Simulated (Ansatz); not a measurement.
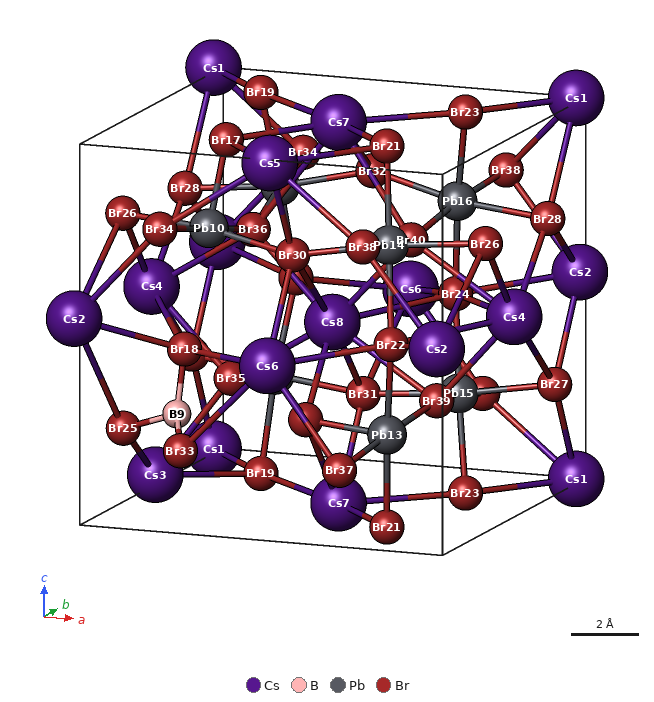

Figure 1. The structure (ball-and-stick view of the cell of the calculation, seen slightly off an axis; atoms are numbered from 1 in the order of the input). An atom can appear more than once, as a periodic image.

**Single-point calculation of Cs8Pb7BBr24 (part 1 of 2)**

The run: single-point calculation of Cs8Pb7BBr24 (defect cell, 40 atoms in the cell). Method and program: DFT, r2SCAN, PAW, plane waves (Ansatz 0.2.0).

Figures and captions count atoms from 1; the log counts them from 0 in places.

## Output
```
Pseudopotentials: kind: paw
Functional definition: r2SCAN
  parameter k0 = 0.174
  parameter k1 = 0.065
  parameter a1 = 4.9479
  exchange = r2scan_x(k0 = k0, k1 = k1, a1 = a1)
  correlation = r2scan_c
Crystal: 40 atoms, lattice volume = 1627.762 Å³
Basis set: ecut = 500 eV, 41347 PW (Γ), exchange–correlation on 360×360×360 points (64 copies of the dense FFT grid, shifted against one another)
Bands: 212, of which v1, the nominal top of the filled ones, is band 171 counted from 1 (170 counted from 0)
Symmetry: 1 space group operations
k-points: 1
Non-local potential: Cs, projectors of the file, l = 0: 3, l = 1: 2, l = 2: 2, l = 3: 2
Non-local potential: B, projectors of the file, l = 0: 2, l = 1: 2, l = 2: 1
Non-local potential: Pb, projectors of the file, l = 0: 2, l = 1: 2, l = 2: 2, l = 3: 2
Non-local potential: Br, projectors of the file, l = 0: 2, l = 1: 2, l = 2: 2
PAW form: soft (Blöchl's): semilocal exchange-correlation on the pseudo side does not see the compensation charge
PAW frozen core: Cs, regenerated for the run's functional (the file was generated under x = pbe(κ = 0.804, μ = 0.2195149727645171), c = pbe(β = 0.06672455060314922))
PAW frozen core: B, regenerated for the run's functional (the file was generated under x = pbe(κ = 0.804, μ = 0.2195149727645171), c = pbe(β = 0.06672455060314922))
PAW frozen core: Pb, regenerated for the run's functional (the file was generated under x = pbe(κ = 0.804, μ = 0.2195149727645171), c = pbe(β = 0.06672455060314922))
PAW frozen core: Br, regenerated for the run's functional (the file was generated under x = pbe(κ = 0.804, μ = 0.2195149727645171), c = pbe(β = 0.06672455060314922))
PAW one-centre angular grid: Cs, 302 points (default); XC on 160 Gauss nodes
PAW one-centre angular grid: B, 302 points (default); XC on 160 Gauss nodes
PAW one-centre angular grid: Pb, 590 points (default); XC on 160 Gauss nodes
PAW one-centre angular grid: Br, 302 points (default); XC on 160 Gauss nodes
Initial density: superposition of atomic densities (chi_scale 0.1, normalization cell, long waves kept (reshape's long-wave potential 0.06 eV rms))
Starting moments: Σ|m| = 1.001 μB on 7 of 40 sites
Initial wavefunctions: pseudopotential atomic-orbital guess
Functional: x = r2scan, c = r2scan; τ floored in thin density (d = 2e-4 eV/Å³)
SCF iter   1: F=—  HF=-196183.428572 eV  |F-HF|=—  |Δ(HF+E_count)|=         —  Δρ=1.05e-2 (↑1.05e-2 ↓1.02e-2)  dr2=2.11e1  dr2_τ=4.72e-2  dr2_m=1.20e-1  M=0.999 μB ∫|m|=1.034 μB  β_m=0.30  ethr=3.10e-3  ⟨swp⟩=9.0  Hψ=2224  notcnv=0  defer=36
preconditioner: auto → Resta (q_TF=auto, 2.103 Å⁻¹)  ε∞=3.7  [insulator: Δε(μ)=0.158 eV  Ē_g=7.089 eV  σ=0.010 eV  W_gap=1.00  n_scr=250 (ndim 8)  ℏωp=11.6 eV  f_vac=0.019  D(μ)=0.07/eV (n_scr^D=0)  ε∞_Penn≈3.7]
spin=Collinear: Resta preconditioning applied to the charge; magnetization (m = ρ↑ − ρ↓) channel mixes plain (no charge-response kernel on spin).
SCF iter   2: F=—  HF=-196179.854445 eV  |F-HF|=—  |Δ(HF+E_count)|=    3.57e0  Δρ=7.92e-3 (↑7.92e-3 ↓7.61e-3)  dr2=1.27e1  dr2_τ=1.04e-2  dr2_m=8.61e-2  M=1.000 μB ∫|m|=1.044 μB  β_m=0.30  ethr=3.10e-3  ⟨swp⟩=2.0  Hψ=506  notcnv=0  defer=64  κ⁻¹=1.0e0(r=1)
SCF iter   3: F=—  HF=-196174.336947 eV  |F-HF|=—  |Δ(HF+E_count)|=    5.52e0  Δρ=3.57e-3 (↑3.34e-3 ↓3.57e-3)  dr2=7.49e-1  dr2_τ=1.99e-2  dr2_m=5.68e-2  M=1.000 μB ∫|m|=1.051 μB  β_m=0.30  ethr=3.10e-3  ⟨swp⟩=4.0  Hψ=757  notcnv=0  defer=64  κ⁻¹=1.1e-3(r=2)
SCF iter   4: F=—  HF=-196174.405418 eV  |F-HF|=—  |Δ(HF+E_count)|=   6.85e-2  Δρ=2.21e-3 (↑2.21e-3 ↓2.13e-3)  dr2=2.41e-1  dr2_τ=1.84e-3  dr2_m=3.76e-2  M=1.000 μB ∫|m|=1.062 μB  β_m=0.30  ethr=2.20e-4  ⟨swp⟩=3.0  Hψ=853  notcnv=0  defer=67  κ⁻¹=9.3e-4(r=3)
SCF iter   5: F=—  HF=-196174.464462 eV  |F-HF|=—  |Δ(HF+E_count)|=   5.90e-2  Δρ=1.51e-3 (↑1.51e-3 ↓1.27e-3)  dr2=3.43e-2  dr2_τ=5.49e-4  dr2_m=2.36e-2  M=1.000 μB ∫|m|=1.070 μB  β_m=0.30  ethr=7.06e-5  ⟨swp⟩=3.5  Hψ=734  notcnv=0  defer=67  κ⁻¹=4.3e-4(r=4)
SCF iter   6: F=—  HF=-196174.517429 eV  |F-HF|=—  |Δ(HF+E_count)|=   5.30e-2  Δρ=1.01e-3 (↑1.01e-3 ↓1.01e-3)  dr2=7.30e-3  dr2_τ=1.18e-4  dr2_m=1.40e-2  M=1.000 μB ∫|m|=1.076 μB  β_m=0.30  ethr=1.01e-5  ⟨swp⟩=4.5  Hψ=838  notcnv=0  defer=67  κ⁻¹=4.2e-5(r=5)
SCF iter   7: F=—  HF=-196174.546203 eV  |F-HF|=—  |Δ(HF+E_count)|=   2.88e-2  Δρ=7.85e-4 (↑7.85e-4 ↓7.67e-4)  dr2=1.17e-3  dr2_τ=9.24e-5  dr2_m=8.70e-3  M=1.000 μB ∫|m|=1.081 μB  β_m=1.20  ethr=2.14e-6  ⟨swp⟩=4.0  Hψ=876  notcnv=0  defer=64
Mixer restart at iter 7: flushing history
spin-set hold released at iteration 7 (site moments contracting): the magnetisation degrees of freedom join the quasi-Newton model from the next iteration; the mixer history was flushed
SCF iter   8: F=—  HF=-196174.584664 eV  |F-HF|=—  |Δ(HF+E_count)|=   3.85e-2  Δρ=1.84e-4 (↑1.84e-4 ↓1.84e-4)  dr2=1.37e-3  dr2_τ=4.74e-5  dr2_m=2.17e-4  M=1.000 μB ∫|m|=1.100 μB  β_m=1.20  ethr=3.44e-7  ⟨swp⟩=6.0  Hψ=1253  notcnv=0  defer=64  κ⁻¹=1.0e0(r=1)
SCF iter   9: F=—  HF=-196174.585989 eV  |F-HF|=—  |Δ(HF+E_count)|=   1.32e-3  Δρ=1.13e-4 (↑1.13e-4 ↓1.10e-4)  dr2=9.09e-4  dr2_τ=9.69e-6  dr2_m=6.70e-6  M=1.000 μB ∫|m|=1.101 μB  β_m=1.20  ethr=3.44e-7  ⟨swp⟩=3.0  Hψ=844  notcnv=0  defer=64  κ⁻¹=2.4e-2(r=2)
SCF iter  10: F=—  HF=-196174.586852 eV  |F-HF|=—  |Δ(HF+E_count)|=   8.63e-4  Δρ=5.37e-5 (↑5.21e-5 ↓5.37e-5)  dr2=2.47e-4  dr2_τ=1.52e-6  dr2_m=2.37e-6  M=1.000 μB ∫|m|=1.102 μB  β_m=1.20  ethr=2.67e-7  ⟨swp⟩=3.0  Hψ=627  notcnv=0  defer=64  κ⁻¹=8.7e-3(r=3)
SCF iter  11: F=—  HF=-196174.587050 eV  |F-HF|=—  |Δ(HF+E_count)|=   1.97e-4  Δρ=2.13e-5 (↑1.97e-5 ↓2.13e-5)  dr2=3.92e-5  dr2_τ=2.53e-7  dr2_m=9.03e-7  M=1.000 μB ∫|m|=1.103 μB  β_m=1.20  ethr=7.25e-8  ⟨swp⟩=2.5  Hψ=616  notcnv=0  defer=64  κ⁻¹=1.8e-3(r=4)
SCF iter  12: F=—  HF=-196174.586759 eV  |F-HF|=—  |Δ(HF+E_count)|=   2.91e-4  Δρ=1.23e-5 (↑1.23e-5 ↓1.16e-5)  dr2=1.19e-5  dr2_τ=8.94e-8  dr2_m=1.04e-7  M=1.000 μB ∫|m|=1.102 μB  β_m=1.20  ethr=1.15e-8  ⟨swp⟩=3.0  Hψ=682  notcnv=0  defer=64  κ⁻¹=6.4e-4(r=5)
SCF iter  13: F=—  HF=-196174.586771 eV  |F-HF|=—  |Δ(HF+E_count)|=   1.20e-5  Δρ=6.08e-6 (↑5.37e-6 ↓6.08e-6)  dr2=1.98e-6  dr2_τ=1.68e-8  dr2_m=1.05e-7  M=1.000 μB ∫|m|=1.102 μB  β_m=1.20  ethr=3.50e-9  ⟨swp⟩=2.5  Hψ=654  notcnv=0  defer=64  κ⁻¹=1.2e-4(r=6)
SCF iter  14: F=—  HF=-196174.586774 eV  |F-HF|=—  |Δ(HF+E_count)|=   3.26e-6  Δρ=3.00e-6 (↑2.80e-6 ↓3.00e-6)  dr2=6.52e-7  dr2_τ=3.88e-9  dr2_m=2.63e-9  M=1.000 μB ∫|m|=1.102 μB  β_m=1.20  ethr=5.80e-10  ⟨swp⟩=3.0  Hψ=702  notcnv=0  defer=64  κ⁻¹=2.2e-5(r=7)
SCF iter  15: F=—  HF=-196174.586775 eV  |F-HF|=—  |Δ(HF+E_count)|=   4.68e-7  Δρ=1.33e-6 (↑1.33e-6 ↓1.23e-6)  dr2=1.07e-7  dr2_τ=1.12e-9  dr2_m=6.82e-9  M=1.000 μB ∫|m|=1.102 μB  β_m=1.20  ethr=1.91e-10  ⟨swp⟩=3.0  Hψ=690  notcnv=0  defer=64  κ⁻¹=5.5e-6(r=8)
SCF iter  16: F=-196174.586775 eV  HF=-196174.586775 eV  |F-HF|=3.05e-8  |Δ(HF+E_count)|=   6.35e-8  Δρ=5.34e-7 (↑5.34e-7 ↓5.06e-7)  dr2=2.47e-8  dr2_τ=1.27e-10  dr2_m=3.62e-10  M=1.000 μB ∫|m|=1.102 μB  ethr=2.93e-11  ⟨swp⟩=21.0  Hψ=2859  notcnv=0
SCF 1 converged in 16 iterations: F = -196174.586775 eV  dr2 = 2.47e-8
  greatest PAW one-centre occupation: 0.981 electrons in one spin orbital (limit 2), on the Pb atom at site 14 (counted from 0), in its partial waves of l = 2
```

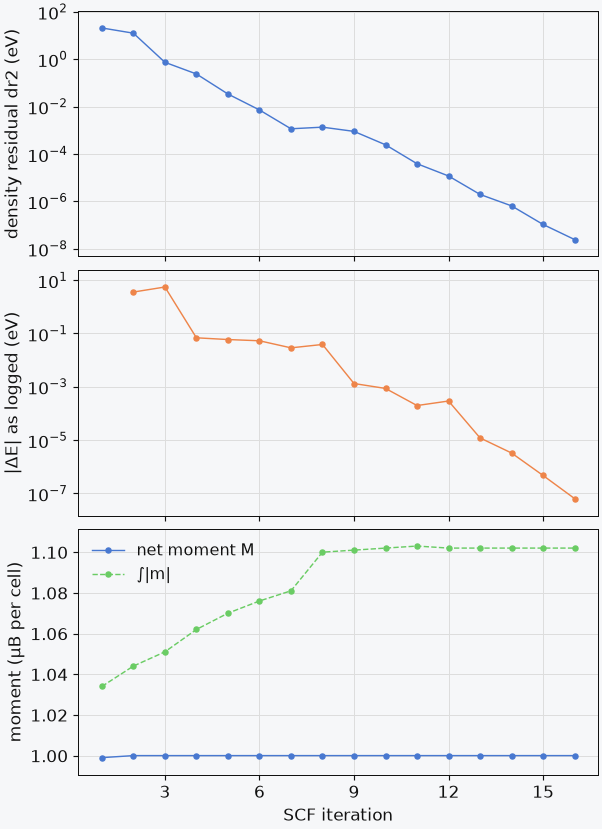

Figure 2. Convergence of the self-consistent field: density residual dr2, size of the energy change and magnetic moment against the SCF iteration. The residual falls almost steadily, with no more than small rises. The net moment stays at 1.0 μB per cell.

```
this state was not tested for a lower state beside it, because the mixer in use, unlike msr1, does not test its closes by its own steps (another_mixer; see scf.mixing.algorithm and scf.lower_state_search)
NSCF: frozen V_eff on 1 k-points
SCF converged after 16 iterations
Magnetization: 1.0000 μB (171.0000 up, 170.0000 down)
Absolute magnetization: 1.0996 μB (∫|ρ↑−ρ↓|, with the PAW one-centre terms)
Spin contamination: 0.0060 ħ² per cell (⟨S²⟩ above its minimum at these occupations)
Per-site moments (μB) at R_I (Å): [(0.0003672323103285966, 1.5198406434022669), (0.0014160081264169694, 1.501012625133716), (0.0001359318528687523, 1.5189008267788582), (2.3404824038416595e-5, 1.5089437678319482), (0.00010346521345276782, 1.5315137098658036), (-6.141454430630988e-6, 1.5278896205279682), (-5.595927483130385e-6, 1.5253909783615034), (3.052428473934354e-5, 1.520248089551539), (0.3713
Free energy (F): -196174.586775 eV
Harris-Foulkes:  -196174.586775 eV  (|F-HF|=3.05e-8)
Internal energy: -196174.586775 eV  (E = F + TS)
E sigma→0 (E₀):  -196174.586775 eV
Fermi energy:    4.895841 eV
--- Per-component energies (eV) ---
  E_band       = -2105.620078
  E_kinetic    = 6399.447849
  E_local      = -19906.021701  (includes V_loc(G=0)·N_el)
  E_nonlocal   = 4379.618929
  E_hartree    = 7224.932389
  E_xc         = -8815.322232
  E_vxc        = -4918.455592  (∫ρ·V_xc dr)
  E_paw        = -168324.825601  (= ΣΔE_a)
  E_vpaw       = -2781.538861  (= ΣTr[D̂ρ^β])
  E_aug_tail   = 0.000125  (compensation charges beyond the density's cutoff)
  E_vtau       = 271.465227  (kinetic-family band-sum trace: ∫τ·v_τ [+ j·A + Jᵃ·Aᵃ] dr)
  E_ewald      = -17135.758992
  E_core_change = 3.342459  (= ΣΔE_core)
  E_smearing   = -0.000000  (= −TS)
  E_closure    = -0.000000  (closes the sum)
  Σ components = -196174.586775   (vs F -196174.586775, Δ=0.00e0)
--- Forces (eV/Å), atoms counted from 1 ---
  atom   1  Cs     0.00834337     0.05413863     0.01120247
  atom   2  Cs     0.02660360     0.02626578    -0.02980168
  atom   3  Cs    -0.03538101     0.00389148    -0.01793390
  atom   4  Cs    -0.00404039    -0.00912470    -0.03185712
  atom   5  Cs    -0.01324908    -0.04517961     0.04045778
  atom   6  Cs    -0.03210384    -0.03110290     0.01925923
  atom   7  Cs    -0.02402198    -0.01081717     0.00033267
  atom   8  Cs     0.00455615    -0.01236907     0.02296499
  atom   9  B      0.09205266     0.19085162    -0.08300901
  atom  10  Pb    -0.01877662    -0.02268136    -0.08212663
  atom  11  Pb     0.01129896     0.00653469    -0.01543501
  atom  12  Pb     0.01412986    -0.00838228    -0.00303249
  atom  13  Pb     0.04221105     0.00335371    -0.02093180
  atom  14  Pb    -0.00129067    -0.00974373     0.01423462
  atom  15  Pb    -0.00438761    -0.00348521    -0.01715431
  atom  16  Pb    -0.00536429     0.00159472     0.00601210
  atom  17  Br    -0.00916669     0.00619804     0.07925274
  atom  18  Br     0.01095831     0.02039090     0.18027746
  atom  19  Br     0.01261982    -0.02613077     0.00085226
  atom  20  Br     0.01410622     0.02143431     0.00724485
  atom  21  Br     0.01403411     0.02244782     0.00086028
  atom  22  Br     0.01704231     0.00892701    -0.00727463
  atom  23  Br     0.01587177    -0.03486299     0.00144315
  atom  24  Br    -0.01515515     0.00417462     0.01246211
  atom  25  Br    -0.13567549    -0.02684812    -0.00987118
  atom  26  Br    -0.00332921    -0.00618590     0.03369440
  atom  27  Br     0.00834127     0.00319134     0.03140664
  atom  28  Br    -0.00032922    -0.03757224     0.01495619
  atom  29  Br    -0.06061949     0.03323339    -0.03559812
  atom  30  Br     0.00082557     0.01191810    -0.03899857
  atom  31  Br    -0.00762647     0.02153592    -0.03070020
  atom  32  Br     0.00166068     0.03749716     0.00185857
  atom  33  Br     0.06329419    -0.13976537    -0.07842161
  atom  34  Br    -0.00619447     0.02167504     0.02095190
  atom  35  Br     0.01784159    -0.07347790    -0.00119033
  atom  36  Br     0.02399498     0.00237568     0.00423762
  atom  37  Br     0.01015735    -0.00743774    -0.02901584
  atom  38  Br    -0.00937470     0.02171443     0.02102024
  atom  39  Br    -0.00247820    -0.00959653     0.01793568
  atom  40  Br    -0.02132440    -0.00849675    -0.01072479
  max |Σ_I F_I| component: 1.59e-4 eV/Å
--- Band table (eV) ---
```
